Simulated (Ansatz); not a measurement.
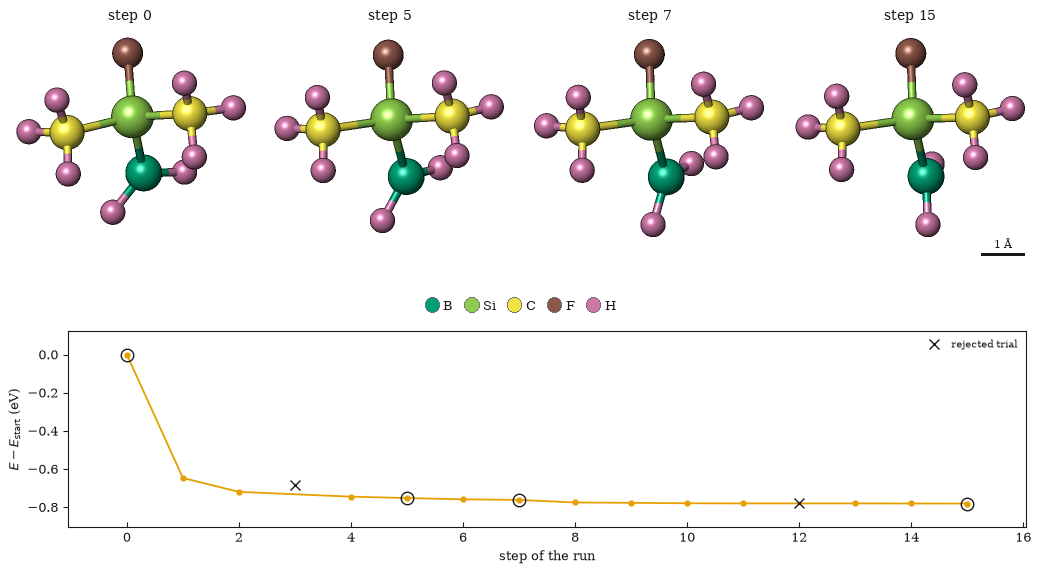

Frames of a relaxation of C$_{2}$H$_{8}$BFSi, marked on the history of the run. Style: ball-and-stick. Shown from a free direction.

The run prepares the start of a later molecular dynamics calculation, from a guessed geometry.

Theory: Ansatz 0.2.0, RKS BHLYP-D4/6-31G.

Input file:
```yaml
crystal:
  periodic: [false, false, false]
  atoms:
    - { symbol: B, position_ang: [-0.6117, 1.7709, -0.2351] }
    - { symbol: Si, position_ang: [0.2942, 0.1313, -0.378] }
    - { symbol: C, position_ang: [1.1015, -0.2345, 1.2365] }
    - { symbol: C, position_ang: [-0.8284, -1.2253, -0.7886] }
    - { symbol: F, position_ang: [1.4619, 0.2363, -1.6115] }
    - { symbol: H, position_ang: [-0.6472, 2.4417, 0.7629] }
    - { symbol: H, position_ang: [-1.235, 2.2269, -1.1732] }
    - { symbol: H, position_ang: [1.887, 0.5945, 1.4864] }
    - { symbol: H, position_ang: [1.6856, -1.1808, 1.2157] }
    - { symbol: H, position_ang: [0.3723, -0.3074, 2.0747] }
    - { symbol: H, position_ang: [-0.3637, -2.1967, -0.8395] }
    - { symbol: H, position_ang: [-1.6477, -1.3012, 0.0326] }
    - { symbol: H, position_ang: [-1.4484, -0.9905, -1.7681] }
basis:
  gaussian: { orbitals: "6-31G" }
hamiltonian:
  xc: { name: BHLYP }
  dispersion: d4
relax:
  f_tol: 0.02
  max_steps: 40
scf:
  lower_state_search: "off"
```

Command:
```bash
ansatz run input.yaml --threads 1 --pin off --max-ram 2048MiB --backend cpu --events-out ev --progress --plain --runs-dir out
```

Describe the path.

The energy falls by 0.781 eV in 13 accepted moves (15 points after the start). The largest force component goes from 4.3 to 0.013 eV/Å. The line search rejected the trial steps at points 3, 12 of the run. The forces were under the threshold at step 11, but the run went on from there. The atom that moves furthest after the best rigid fit is H7 (0.97 Å). By element the largest moves are H 0.97 Å, B 0.17 Å, C 0.14 Å, F 0.11 Å, Si 0.05 Å. Some distances before and after: B1–Si2 1.879 → 2.014 Å, C4–H13 1.183 → 1.086 Å, Si2–C4 1.808 → 1.895 Å, C3–H8 1.169 → 1.086 Å. Bond angles that change, for instance: Si2–B1–H6 124.3° → 119.1°, H12–C4–H13 103.2° → 108.4°, Si2–C4–H11 114.8° → 110.1°. Groups turn about B1–Si2 by about 60°. From step 0 to 5: H atoms move most (0.31 Å), energy −0.752 eV. From step 5 to 7: H6 moves most (0.33 Å), energy −0.010 eV. From step 7 to 15: H7 moves most (0.48 Å), energy −0.019 eV.

```tsv
step	E − E(0), eV	largest force component, eV/Å	note
0	0.0000	4.2953	
1	-0.6468	1.6806	
2	-0.7198	0.4275	
3	-0.6820	1.0080	rejected
4	-0.7449	0.1640	
5	-0.7523	0.0894	
6	-0.7589	0.1076	
7	-0.7619	0.4399	
8	-0.7754	0.1139	
9	-0.7773	0.1413	
10	-0.7796	0.0616	
11	-0.7803	0.0167	
12	-0.7802	0.0903	rejected
13	-0.7804	0.0688	
14	-0.7807	0.0301	
15	-0.7808	0.0127
```

Limits of the set-up: the basis has no polarisation functions, which atoms past neon need.
